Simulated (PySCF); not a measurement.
```xyz
13

Cl    3.0699    0.5954    0.7350
Si    1.2581   -0.2569    0.8462
C    -0.2240    0.9265    0.6714
C    -1.1382    0.1061   -0.2401
C    -0.2366   -0.6723   -1.2018
O     0.9304   -1.0842   -0.5216
H     1.2093   -1.1669    1.9811
H    -0.7291    1.1922    1.5958
H     0.0665    1.8565    0.1799
H    -1.8475    0.7224   -0.7917
H    -1.6986   -0.6085    0.3647
H     0.0659   -0.0438   -2.0461
H    -0.7304   -1.5660   -1.5904
```

Geometry: GFN2-xTB.

Computed with PBE0/def2-SVPD, SCF density, gas phase (PySCF).

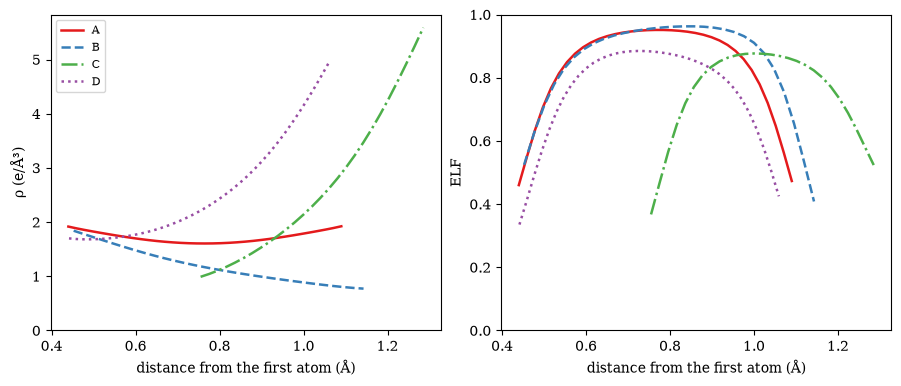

C₃H₇ClOSi. Electron density and electron localisation function along straight lines between neighbouring atoms. The curves leave out the atomic cores.

Q: Which curve belongs to which contact (C–C, C–O, C–Si and Si–O)? The first atom named is at distance zero.

A: Curve A: C–C (1.53 Å): ρ at the midpoint is about 1.6 e/Å³; the ELF peaks at about 0.95 between the atoms; localised, covalent bonding. Curve B: C–Si (1.90 Å): the density is about 0.94 e/Å³ at the midpoint; the ELF peaks at about 0.95 between the atoms, as expected for localised, covalent bonding. Curve C: Si–O (1.63 Å): ρ is about 1.2 e/Å³ halfway; the ELF peaks at about 0.90 between the atoms; a shared but strongly polarised pair. Curve D: C–O (1.41 Å): ρ is about 2 e/Å³ halfway, with its minimum of 1.7 e/Å³ about 0.5 Å from C; the ELF peaks at about 0.90 between the atoms (a shared but strongly polarised pair).
